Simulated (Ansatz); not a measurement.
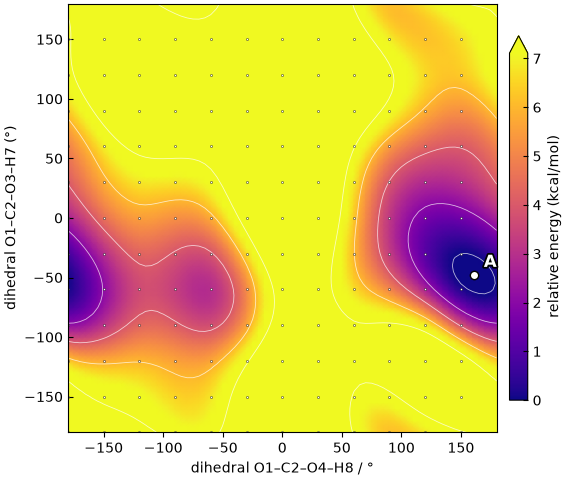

CH₄O₃Zn, SMILES O[C](O)(O)[ZnH]. First axis: dihedral O1–C2–O4–H8. Second axis: dihedral O1–C2–O3–H7. Nothing is relaxed (all other coordinates rigid). Grid: 12 × 12 points. Energies are in kcal/mol, from the lowest grid point. The calculation used RKS PBE0-D4/def2-SVP (Ansatz).

In the figure: a smooth colour map with a few white contour lines, dots at the grid points, one colour for all values above the top of the scale, the well A. Between grid points the surface is interpolated.

**Where is the minimum, and how stiff is the well along each coordinate? Take the well at A.**

The interpolated minimum is at dihedral O1–C2–O4–H8 ≈ 161°, dihedral O1–C2–O3–H7 ≈ −48°. The curvatures there are about 0.4 eV/rad² and 0.45 eV/rad², with a cross term of about 0.18 eV/rad². Round the minimum the valley is somewhat tilted: raising dihedral O1–C2–O4–H8 shifts the best value of dihedral O1–C2–O3–H7 downwards (coupling k₁₂/√(k₁₁k₂₂) about 0.4). (1 eV is 23.1 kcal/mol.)
